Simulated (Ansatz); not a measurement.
**One shape, several levels: doublet C4H10S+**

Aim: a comparison of 4 runs (U-r2SCAN0/6-31G*, UB3LYP/6-31G*, UPBE0/6-31G*, RPA@PBE0/6-31G*) of doublet C4H10S+. 

The results are computed with Ansatz 0.2.0.

45 further runs of the same task are left out: 45 set aside as unsound or not needed.

## 1. The system as given

C4H10S+ has 15 atoms, charge +1, and is taken as a doublet. As SMILES of the parent species, `CCSCC`. The shape is that of a PBE0-D4/def2-TZVP optimisation. This is one conformer, not always the lowest. That shape belongs to the parent species and isn't relaxed for this state.

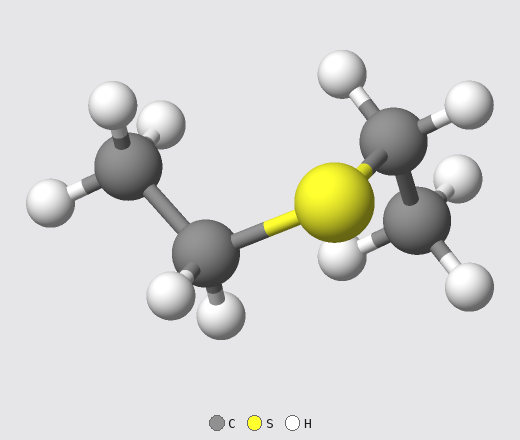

Viewed from a chosen angle; carbon grey, sulfur yellow, hydrogen white.

## 2. A single-point energy at U-r2SCAN0/6-31G(d) (spherical functions) (run 1)

Input file run.yaml:

```yaml
crystal:
  periodic: [false, false, false]
  atoms:
    - {symbol: C, position_ang: [-1.973500, 0.077200, -0.225200]}
    - {symbol: C, position_ang: [-0.909300, -0.781100, -0.878900]}
    - {symbol: S, position_ang: [0.234800, -1.576900, 0.269900]}
    - {symbol: C, position_ang: [1.046600, -0.160100, 1.041900]}
    - {symbol: C, position_ang: [1.852100, 0.706000, 0.094600]}
    - {symbol: H, position_ang: [-2.543000, -0.499300, 0.506200]}
    - {symbol: H, position_ang: [-2.666800, 0.464900, -0.977100]}
    - {symbol: H, position_ang: [-1.537200, 0.936200, 0.289400]}
    - {symbol: H, position_ang: [-1.365700, -1.620400, -1.409900]}
    - {symbol: H, position_ang: [-0.344200, -0.212900, -1.622000]}
    - {symbol: H, position_ang: [0.307100, 0.431800, 1.587200]}
    - {symbol: H, position_ang: [1.697200, -0.614700, 1.793500]}
    - {symbol: H, position_ang: [2.597900, 0.111800, -0.436800]}
    - {symbol: H, position_ang: [1.214400, 1.189000, -0.649100]}
    - {symbol: H, position_ang: [2.367900, 1.497700, 0.645600]}
basis:
  gaussian:
    orbitals: 6-31G_st_-spherical.json
total_charge: 1
magnetization:
  spin_polarized: true
  initial_magnetization: 1
hamiltonian:
  xc: {name: r2SCAN0}
accuracy: high
output: {orbitals: {seedname: orbitals}}
```

The basis set 6-31G* is read from a file made from the Basis Set Exchange's data (not shown).

Launch:

```bash
ansatz run run.yaml --threads 1 --pin off --max-ram 3480MiB --events-out events.jsonl --progress --plain --runs-dir runs
```

The log of the run:

```text
Warning: RAYON_NUM_THREADS=1 ignored (pool sized by the plan → 1); use --threads N
Functional definition: r2SCAN0
  name "r2SCAN0"
  parameter a = 0.25
  parameter k0 = 0.174
  parameter k1 = 0.065
  parameter a1 = 4.9479
  exchange = (1 - a)*r2scan_x(k0 = k0, k1 = k1, a1 = a1) + a*exact_x
  correlation = r2scan_c
2407 factors; integrals over basis functions are off by at most 3.3e-9 eV
mean field evaluation 1: about -15122.5363 eV, gradient 4.8e1 eV
mean field evaluation 2: about -15114.2592 eV, gradient 6.0e1 eV
mean field evaluation 4: about -15133.5321 eV, gradient 1.8e0 eV
mean field evaluation 8: about -15133.9463 eV, gradient 1.7e-1 eV
mean field evaluation 16: about -15133.9467 eV, gradient 6.0e-4 eV
mean field -15133.94669109 eV, -556.1622827399 hartree, gradient 4.3e-8 eV, S^2 0.756748; 0 other end points of the search recorded, 0 dependent functions left out
reference -15133.94669219 eV, -556.1622827803 hartree; 25, 24 occupied and 69, 70 virtual orbitals, 2407 factors
Total energy: -15133.94669219 eV, -556.1622827803 hartree
```

Run time: 15 s. Hardware: 1 thread of AMD EPYC 9R45 (Zen 5), shared host; peak memory 0.76 GiB.

## 3. A single-point energy at UB3LYP/6-31G(d) (spherical functions) (run 2)

Input file molecule.yaml:

```yaml
basis:
  gaussian: {orbitals: 6-31G_st_-spherical.json}
crystal:
  periodic: [false, false, false]
  atoms:
    - {symbol: C, position_ang: [-1.973500, 0.077200, -0.225200]}
    - {symbol: C, position_ang: [-0.909300, -0.781100, -0.878900]}
    - {symbol: S, position_ang: [0.234800, -1.576900, 0.269900]}
    - {symbol: C, position_ang: [1.046600, -0.160100, 1.041900]}
    - {symbol: C, position_ang: [1.852100, 0.706000, 0.094600]}
    - {symbol: H, position_ang: [-2.543000, -0.499300, 0.506200]}
    - {symbol: H, position_ang: [-2.666800, 0.464900, -0.977100]}
    - {symbol: H, position_ang: [-1.537200, 0.936200, 0.289400]}
    - {symbol: H, position_ang: [-1.365700, -1.620400, -1.409900]}
    - {symbol: H, position_ang: [-0.344200, -0.212900, -1.622000]}
    - {symbol: H, position_ang: [0.307100, 0.431800, 1.587200]}
    - {symbol: H, position_ang: [1.697200, -0.614700, 1.793500]}
    - {symbol: H, position_ang: [2.597900, 0.111800, -0.436800]}
    - {symbol: H, position_ang: [1.214400, 1.189000, -0.649100]}
    - {symbol: H, position_ang: [2.367900, 1.497700, 0.645600]}
total_charge: 1
magnetization: {spin_polarized: true, initial_magnetization: 1}
hamiltonian: {xc: {name: B3LYP}}
accuracy: high
output: {orbitals: {seedname: orbitals}}
```

The basis set 6-31G* is read from a file made from the Basis Set Exchange's data (not shown).

Launch:

```bash
ansatz run molecule.yaml --threads 1 --pin off --max-ram 3480MiB --events-out events.jsonl --progress --plain --runs-dir runs
```

The log of the run:

```text
Warning: RAYON_NUM_THREADS=1 ignored (pool sized by the plan → 1); use --threads N
Functional definition: B3LYP
  name "B3LYP"
  parameter a0 = 0.2
  parameter ax = 0.72
  parameter ac = 0.81
  exchange = (1 - a0 - ax)*slater_x + ax*b88_x + a0*exact_x
  correlation = (1 - ac)*vwn_rpa_c + ac*lyp_c
2407 factors; integrals over basis functions are off by at most 3.3e-9 eV
mean field evaluation 1: about -15122.8946 eV, gradient 5.6e1 eV
mean field evaluation 2: about -15102.1938 eV, gradient 8.0e1 eV
mean field evaluation 4: about -15138.1361 eV, gradient 3.0e0 eV
mean field evaluation 8: about -15138.4965 eV, gradient 2.1e-1 eV
mean field evaluation 16: about -15138.4969 eV, gradient 5.3e-4 eV
mean field -15138.49689492 eV, -556.3294996465 hartree, gradient 5.7e-8 eV, S^2 0.753411; 0 other end points of the search recorded, 0 dependent functions left out
reference -15138.49693235 eV, -556.3295010222 hartree; 25, 24 occupied and 69, 70 virtual orbitals, 2407 factors
Total energy: -15138.49693235 eV, -556.3295010222 hartree
```

It took 9.6 s on 1 thread of AMD EPYC 9R45 (Zen 5), shared host; peak memory 0.56 GiB.

Run 3 isn't shown in full; the table further down has it.

## 4. The energy at RPA@PBE0/6-31G(d) (spherical functions) (run 4)

Input file in.yaml:

```yaml
crystal:
  periodic: [false, false, false]
  atoms:
    - {symbol: C, position_ang: [-1.973500, 0.077200, -0.225200]}
    - {symbol: C, position_ang: [-0.909300, -0.781100, -0.878900]}
    - {symbol: S, position_ang: [0.234800, -1.576900, 0.269900]}
    - {symbol: C, position_ang: [1.046600, -0.160100, 1.041900]}
    - {symbol: C, position_ang: [1.852100, 0.706000, 0.094600]}
    - {symbol: H, position_ang: [-2.543000, -0.499300, 0.506200]}
    - {symbol: H, position_ang: [-2.666800, 0.464900, -0.977100]}
    - {symbol: H, position_ang: [-1.537200, 0.936200, 0.289400]}
    - {symbol: H, position_ang: [-1.365700, -1.620400, -1.409900]}
    - {symbol: H, position_ang: [-0.344200, -0.212900, -1.622000]}
    - {symbol: H, position_ang: [0.307100, 0.431800, 1.587200]}
    - {symbol: H, position_ang: [1.697200, -0.614700, 1.793500]}
    - {symbol: H, position_ang: [2.597900, 0.111800, -0.436800]}
    - {symbol: H, position_ang: [1.214400, 1.189000, -0.649100]}
    - {symbol: H, position_ang: [2.367900, 1.497700, 0.645600]}
basis:
  gaussian:
    orbitals: 6-31G_st_-spherical.json
total_charge: 1
magnetization:
  spin_polarized: true
  initial_magnetization: 1
hamiltonian:
  xc: {name: PBE0}
correlation:
  method: rpa
  frozen_orbitals: {C: 1, H: 0, S: 5}
accuracy: high
```

The basis set 6-31G* is read from a file made from the Basis Set Exchange's data (not shown).

Launch:

```bash
ansatz run in.yaml --threads 1 --pin off --max-ram 3480MiB --events-out events.jsonl --progress --plain --runs-dir runs
```

The log of the run, cut to the lines that bear on the results:

```text
Warning: RAYON_NUM_THREADS=1 ignored (pool sized by the plan → 1); use --threads N
Functional definition: PBE0
  name "PBE0"
[...]
2407 factors; integrals over basis functions are off by at most 3.3e-9 eV
[...]
mean field -15128.81175100 eV, -555.9735771723 hartree, gradient 4.0e-8 eV, S^2 0.754361; 0 other end points of the search recorded, 0 dependent functions left out
9 core orbitals not correlated: weight in the atoms' cores, before any rotation towards them, 1.000 or more for the frozen orbitals, at most 0.000 for the correlated occupied ones
reference -15088.82782016 eV, -554.5041948162 hartree; 16, 15 occupied and 69, 70 virtual orbitals, 2407 factors
Total energy: -15114.80509279 eV, -555.4588419772 hartree
```

It took 13 s on 1 thread of AMD EPYC 9R45 (Zen 5), shared host; peak memory 0.71 GiB.

## 5. All runs side by side

```csv
run,level,frozen core orbitals,energy (Eh),HOMO energy (eV),LUMO energy (eV),⟨S²⟩,wall time
1,U-r2SCAN0/6-31G* (spherical functions),–,-556.162283,-14.63,-10.21,0.757,15 s
2,UB3LYP/6-31G* (spherical functions),–,-556.329501,-13.98,-10.77,0.753,9.6 s
3,UPBE0/6-31G* (spherical functions),–,-555.973577,-14.32,-10.45,0.754,9.9 s
4,RPA@PBE0/6-31G* (spherical functions),9,-555.458842,–,–,0.754,13 s
```

## 6. Results

| quantity | value |
| --- | --- |
| run 4: total energy | -555.45884 Eh |
| run 4: RPA correlation energy (valence) | -954.6 mEh |
| run 4: ⟨S²⟩ of the reference determinant | 0.754 |

In words: Totals of different functionals can't be ranked against each other. All runs together took 47 s, the longest 15 s.
